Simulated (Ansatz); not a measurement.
Run report: GeCl$_{2}$F$_{2}$, molecular dynamics (part 2 of 2)

GeCl$_{2}$F$_{2}$, SMILES [F][Ge]([F])([Cl])[Cl]; UKS r2SCAN/6-31G* (Ansatz 0.2.0). The geometry comes from this level: PBE0-D4/def2-TZVP.

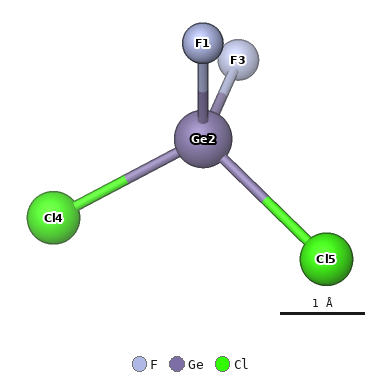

Fig. 1: The geometry at step 21 of the log (ball-and-stick view, seen at a tilt; atoms are numbered from 1 in the order of the input).

## Trajectory as extended XYZ, continued
```
5
Properties=species:S:1:pos:R:3:forces:R:3 step=11 time_fs=11.0 energy=-86988.53114 temperature=654.2
F     1.2167   -1.1992    0.5808   -0.4189   0.2490  -0.4981
Ge    0.0265   -0.0832    0.0060    0.5736   1.1079   3.0593
F    -0.8837    0.2694    1.4991    0.8834  -0.2734  -1.5808
Cl   -1.2989   -0.7876   -1.3722   -0.8466  -0.6737  -1.0773
Cl    1.0140    1.7027   -0.6457   -0.1915  -0.4099   0.0969
5
Properties=species:S:1:pos:R:3:forces:R:3 step=12 time_fs=12.0 energy=-86988.53572 temperature=640.3
F     1.2247   -1.1935    0.5823   -0.4054   0.2220  -0.5021
Ge    0.0291   -0.0850    0.0068    0.5653   1.0988   2.9867
F    -0.8791    0.2614    1.4988    0.8506  -0.2458  -1.5196
Cl   -1.3043   -0.7876   -1.3664   -0.8260  -0.6742  -1.0622
Cl    1.0094    1.7022   -0.6503   -0.1845  -0.4008   0.0972
5
Properties=species:S:1:pos:R:3:forces:R:3 step=13 time_fs=13.0 energy=-86988.54779 temperature=739.3
F     1.2329   -1.1879    0.5820   -0.3845   0.1867  -0.4970
Ge    0.0313   -0.0868    0.0084    0.5436   1.0700   2.8256
F    -0.8744    0.2521    1.4971    0.7945  -0.2081  -1.4132
Cl   -1.3109   -0.7878   -1.3619   -0.7737  -0.6570  -1.0148
Cl    1.0050    1.7013   -0.6548   -0.1799  -0.3917   0.0994
5
Properties=species:S:1:pos:R:3:forces:R:3 step=14 time_fs=14.0 energy=-86988.56441 temperature=767.4
F     1.2418   -1.1819    0.5803   -0.3618   0.1472  -0.4856
Ge    0.0334   -0.0886    0.0110    0.5203   1.0275   2.5924
F    -0.8688    0.2423    1.4949    0.7171  -0.1642  -1.2720
Cl   -1.3176   -0.7883   -1.3588   -0.6965  -0.6260  -0.9399
Cl    1.0010    1.6999   -0.6598   -0.1792  -0.3845   0.1051
5
Properties=species:S:1:pos:R:3:forces:R:3 step=15 time_fs=15.0 energy=-86988.58171 temperature=884.2
F     1.2524   -1.1753    0.5777   -0.3465   0.1122  -0.4711
Ge    0.0358   -0.0900    0.0144    0.4653   0.9649   2.3231
F    -0.8643    0.2321    1.4934    0.6468  -0.1234  -1.1360
Cl   -1.3245   -0.7891   -1.3575   -0.5853  -0.5774  -0.8295
Cl    0.9972    1.6985   -0.6651   -0.1803  -0.3763   0.1136
5
Properties=species:S:1:pos:R:3:forces:R:3 step=16 time_fs=16.0 energy=-86988.59722 temperature=810.2
F     1.2638   -1.1689    0.5745   -0.3560   0.0986  -0.4645
Ge    0.0378   -0.0911    0.0179    0.4297   0.8734   2.0448
F    -0.8611    0.2209    1.4913    0.5736  -0.0816  -0.9893
Cl   -1.3316   -0.7896   -1.3574   -0.4665  -0.5255  -0.7131
Cl    0.9931    1.6973   -0.6697   -0.1808  -0.3649   0.1221
5
Properties=species:S:1:pos:R:3:forces:R:3 step=17 time_fs=17.0 energy=-86988.61088 temperature=723.6
F     1.2749   -1.1641    0.5711   -0.3846   0.1022  -0.4642
Ge    0.0394   -0.0924    0.0213    0.4368   0.7584   1.7570
F    -0.8583    0.2100    1.4876    0.4817  -0.0373  -0.8091
Cl   -1.3380   -0.7898   -1.3581   -0.3588  -0.4801  -0.6092
Cl    0.9890    1.6952   -0.6731   -0.1750  -0.3432   0.1256
5
Properties=species:S:1:pos:R:3:forces:R:3 step=18 time_fs=18.0 energy=-86988.62332 temperature=918.1
F     1.2862   -1.1595    0.5677   -0.4224   0.1114  -0.4661
Ge    0.0410   -0.0937    0.0246    0.4750   0.6028   1.4332
F    -0.8552    0.1984    1.4819    0.3580   0.0164  -0.5767
Cl   -1.3440   -0.7904   -1.3592   -0.2527  -0.4358  -0.5087
Cl    0.9856    1.6909   -0.6753   -0.1579  -0.2948   0.1183
5
Properties=species:S:1:pos:R:3:forces:R:3 step=19 time_fs=19.0 energy=-86988.63239 temperature=917.4
F     1.2979   -1.1539    0.5647   -0.4583   0.1173  -0.4674
Ge    0.0427   -0.0944    0.0282    0.5233   0.4184   1.0743
F    -0.8514    0.1858    1.4759    0.2090   0.0780  -0.3075
Cl   -1.3501   -0.7919   -1.3603   -0.1402  -0.3872  -0.4025
Cl    0.9826    1.6855   -0.6770   -0.1337  -0.2265   0.1031
5
Properties=species:S:1:pos:R:3:forces:R:3 step=20 time_fs=20.0 energy=-86988.63567 temperature=895.6
F     1.3098   -1.1486    0.5613   -0.5040   0.1318  -0.4712
Ge    0.0443   -0.0950    0.0318    0.6013   0.2243   0.7189
F    -0.8474    0.1735    1.4699    0.0494   0.1392  -0.0217
Cl   -1.3560   -0.7939   -1.3605   -0.0400  -0.3440  -0.3099
Cl    0.9796    1.6799   -0.6782   -0.1067  -0.1513   0.0840
5
Properties=species:S:1:pos:R:3:forces:R:3 step=21 time_fs=21.0 energy=-86988.63255 temperature=809.0
F     1.3216   -1.1436    0.5575   -0.5660   0.1589  -0.4795
Ge    0.0456   -0.0950    0.0349    0.7220   0.0182   0.3628
F    -0.8438    0.1619    1.4630   -0.1249   0.2008   0.2899
Cl   -1.3620   -0.7955   -1.3600    0.0465  -0.3075  -0.2340
Cl    0.9772    1.6744   -0.6787   -0.0777  -0.0704   0.0609
5
Properties=species:S:1:pos:R:3:forces:R:3 step=22 time_fs=22.0 energy=-86988.62402 temperature=705.8
F     1.3327   -1.1383    0.5539   -0.6160   0.1748  -0.4830
Ge    0.0470   -0.0949    0.0381    0.8452  -0.1625  -0.0003
F    -0.8402    0.1511    1.4566   -0.3042   0.2591   0.6058
Cl   -1.3679   -0.7964   -1.3595    0.1296  -0.2722  -0.1626
Cl    0.9759    1.6697   -0.6784   -0.0545   0.0007   0.0400
5
Properties=species:S:1:pos:R:3:forces:R:3 step=23 time_fs=23.0 energy=-86988.61152 temperature=627.6
F     1.3436   -1.1332    0.5496   -0.6608   0.1866  -0.4837
Ge    0.0488   -0.0948    0.0407    0.9642  -0.3258  -0.3409
F    -0.8362    0.1411    1.4507   -0.4754   0.3097   0.9050
Cl   -1.3729   -0.7967   -1.3595    0.2035  -0.2411  -0.0992
Cl    0.9752    1.6654   -0.6780   -0.0315   0.0706   0.0188
5
Properties=species:S:1:pos:R:3:forces:R:3 step=24 time_fs=24.0 energy=-86988.59510 temperature=641.9
F     1.3550   -1.1286    0.5441   -0.7176   0.2059  -0.4848
Ge    0.0506   -0.0947    0.0429    1.0986  -0.4932  -0.6738
F    -0.8317    0.1326    1.4449   -0.6464   0.3542   1.2025
Cl   -1.3773   -0.7969   -1.3601    0.2708  -0.2132  -0.0390
Cl    0.9745    1.6607   -0.6783   -0.0053   0.1462  -0.0049
5
Properties=species:S:1:pos:R:3:forces:R:3 step=25 time_fs=25.0 energy=-86988.57300 temperature=770.3
F     1.3681   -1.1237    0.5388   -0.8087   0.2453  -0.4968
Ge    0.0519   -0.0948    0.0450    1.2730  -0.6792  -0.9927
F    -0.8260    0.1247    1.4404   -0.8212   0.3934   1.5002
Cl   -1.3818   -0.7968   -1.3612    0.3337  -0.1882   0.0214
Cl    0.9733    1.6554   -0.6787    0.0232   0.2287  -0.0321
5
Properties=species:S:1:pos:R:3:forces:R:3 step=26 time_fs=26.0 energy=-86988.54649 temperature=787.0
F     1.3826   -1.1181    0.5333   -0.9220   0.2951  -0.5139
Ge    0.0527   -0.0949    0.0468    1.4583  -0.8799  -1.2810
F    -0.8200    0.1172    1.4370   -0.9863   0.4245   1.7796
Cl   -1.3861   -0.7966   -1.3629    0.3913  -0.1667   0.0812
Cl    0.9708    1.6494   -0.6794    0.0586   0.3269  -0.0659
5
Properties=species:S:1:pos:R:3:forces:R:3 step=27 time_fs=27.0 energy=-86988.51706 temperature=927.7
F     1.3976   -1.1127    0.5261   -1.0350   0.3409  -0.5226
Ge    0.0538   -0.0949    0.0490    1.6126  -1.0938  -1.5603
F    -0.8144    0.1103    1.4345   -1.1376   0.4476   2.0411
Cl   -1.3906   -0.7965   -1.3652    0.4555  -0.1413   0.1502
Cl    0.9678    1.6428   -0.6794    0.1044   0.4466  -0.1083
5
Properties=species:S:1:pos:R:3:forces:R:3 step=28 time_fs=28.0 energy=-86988.48563 temperature=908.5
F     1.4132   -1.1082    0.5174   -1.1534   0.3933  -0.5265
Ge    0.0556   -0.0946    0.0514    1.7353  -1.3171  -1.8111
F    -0.8097    0.1030    1.4326   -1.2616   0.4625   2.2679
Cl   -1.3955   -0.7968   -1.3666    0.5256  -0.1121   0.2221
Cl    0.9647    1.6364   -0.6793    0.1542   0.5733  -0.1524
5
Properties=species:S:1:pos:R:3:forces:R:3 step=29 time_fs=29.0 energy=-86988.45734 temperature=712.7
F     1.4272   -1.1037    0.5082   -1.2404   0.4251  -0.5192
Ge    0.0576   -0.0947    0.0536    1.8230  -1.4879  -2.0287
F    -0.8060    0.0951    1.4314   -1.3597   0.4721   2.4555
Cl   -1.4000   -0.7985   -1.3666    0.5854  -0.0863   0.2799
Cl    0.9616    1.6313   -0.6798    0.1918   0.6771  -0.1874
5
Properties=species:S:1:pos:R:3:forces:R:3 step=30 time_fs=30.0 energy=-86988.43650 temperature=652.6
F     1.4388   -1.0980    0.4993   -1.2721   0.4147  -0.4971
Ge    0.0599   -0.0955    0.0554    1.8312  -1.5888  -2.1981
F    -0.8031    0.0878    1.4308   -1.4209   0.4738   2.5798
Cl   -1.4048   -0.8014   -1.3658    0.6443  -0.0601   0.3326
Cl    0.9594    1.6272   -0.6798    0.2175   0.7604  -0.2172
```

The run was set up as follows.

## Input
```yaml
crystal:
  periodic: [false, false, false]
  atoms:
    - {symbol: F, position_ang: [1.142657, -1.227895, 0.501652]}
    - {symbol: Ge, position_ang: [0.015499, -0.035648, 0.038586]}
    - {symbol: F, position_ang: [-0.895010, 0.325083, 1.434012]}
    - {symbol: Cl, position_ang: [-1.255206, -0.819118, -1.433547]}
    - {symbol: Cl, position_ang: [1.041959, 1.683877, -0.582204]}
basis:
  gaussian: {orbitals: "6-31G*"}
magnetization: {spin_polarized: true, initial_magnetization: 0}
hamiltonian: {xc: {name: r2SCAN}}
md: {timestep: 1 fs, n_steps: 30, ensemble: nvt_langevin, temperature: 1500, initial_velocities: maxwell_boltzmann, friction: 0.01, seed: 504}
```

Run as:
```bash
ansatz run in.yaml --threads 4 --pin off --events-out ev --progress --plain --max-ram 10444MiB
```

## Key numbers

| quantity | value |
| --- | --- |
| outcome | finished |
| mean temperature over the second half | 793 K |
| trajectory | 30 steps, 30 fs |
| ensemble | nvt_langevin |
| temperature in the input | 1500 K |
| time step | 1 fs |
| potential energy (last step) | −86988.4365 eV |
| SCF solution under orbital rotations (last step) | stable |
| largest force (length of the vector) (last step) | 3.272 eV/Å |
| dipole moment (last step) | 0.67 D |
| hardware | 4 threads of Arm Neoverse V2, 23 GiB of memory available, shared host |
| wall time | 1.9 min (CPU time 7.2 min) |
| peak memory | 0.24 GiB |

## Notes

So short a trajectory is not equilibrated. The logged temperature at the start can lie below the typed one, since it is counted over all degrees of freedom. The temperature stays far from the 1500 K of the thermostat over the second half: the run isn't equilibrated.
